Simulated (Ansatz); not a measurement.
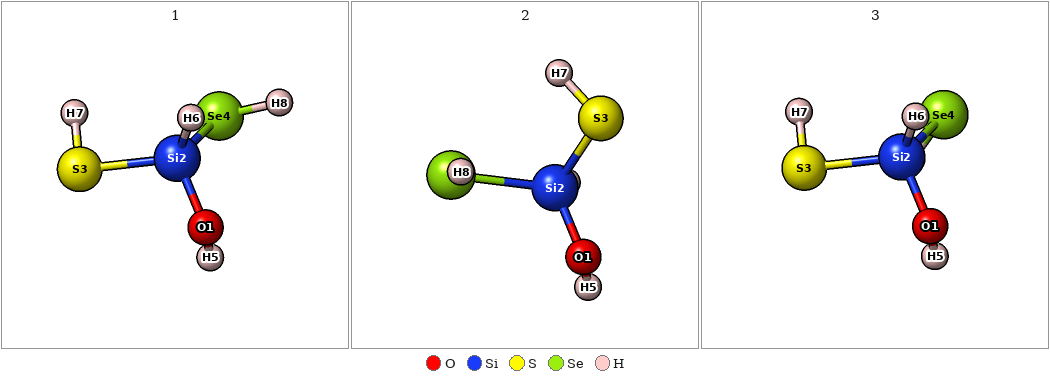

H₄OSSeSi, SMILES O[SiH](S)[SeH]. First axis: dihedral O1–Si2–Se4–H8. Second axis: dihedral H5–O1–Si2–S3. Nothing is relaxed (all other coordinates rigid). Grid: 10 × 10 points. Points are written as (first, second). All energies are given in kcal/mol relative to the relaxed molecule at the same level. Method: RKS PBE0-D4/def2-SVP in Ansatz.

The numbered pictures are structures from this grid.

Which is the most stable, and how do the others follow?

Answer. 1, at (−72°, 72°): 0.11 kcal/mol; 3, at (72°, 72°): 1.0 kcal/mol; 2, at (72°, −144°): 2.6 kcal/mol.

The map, with the structures marked:

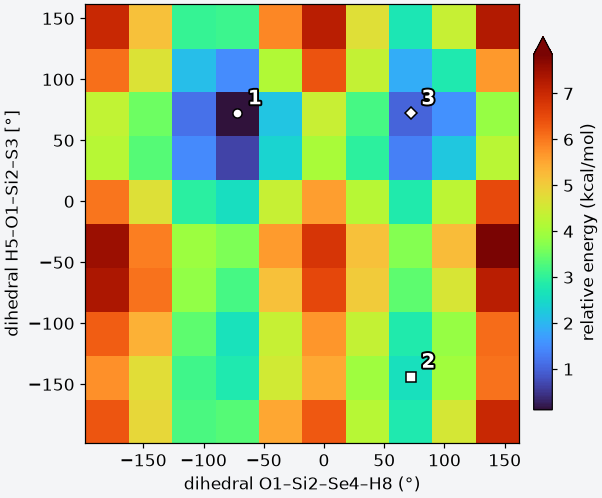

In the figure: one coloured cell a grid point, one colour for all values above the top of the scale.
